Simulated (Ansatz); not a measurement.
**CH5B (BH2Me): methods side by side**

CH5B: 7 atoms, total charge 0, spin state singlet. SMILES: `[H]B([H])C`. Geometry: relaxed at GFN2-xTB.

Quantity: the electronic atomisation energy, in eV. The values are calculated. Electronic energies at fixed atoms, without zero-point motion or spin-orbit coupling.

| level | kind | program | value (eV) | less FCI/STO-3G | CPU time (all runs) |
| --- | --- | --- | --- | --- | --- |
| BLYP/STO-3G | GGA | Ansatz | 32.11 | +3.69 | 1.8 s |
| PBE/STO-3G | GGA | Ansatz | 32.71 | +4.29 | 1.3 s |
| B2PLYP/STO-3G | double hybrid | Ansatz | 31.04 | +2.62 | 1.3 s |
| RPA@PBE/STO-3G | RPA | Ansatz | 27.95 | -0.47 | 1.8 s |
| BCCD(T)/STO-3G | coupled cluster or CI | Ansatz | 28.41 | -0.01 | 0.31 s |
| CCSD/STO-3G | coupled cluster or CI | Ansatz | 28.39 | -0.03 | 0.22 s |
| CCSDTQ/STO-3G | coupled cluster or CI | Ansatz | 28.42 | 0.00 | 4.6 s |
| FCI/STO-3G | exact in the basis | Ansatz | 28.42 | 0.00 | 9.5 s |

FCI/STO-3G is exact within its basis and frozen core, so for wave-function methods in that basis the difference is their error; functionals converge differently with the basis, so for them it is only a difference. The values span 27.95 to 32.71 eV. All rows use very small basis sets, so none should be taken for the real molecule's value. In so small a basis fixed costs decide the times, and correlated methods can beat functionals. Times are those of the runs behind each value, whatever else they computed, on shared processors of several kinds: orders of magnitude only.

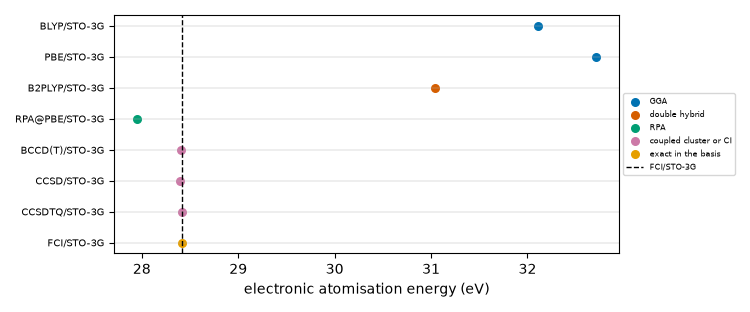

The values of the table, level by level.
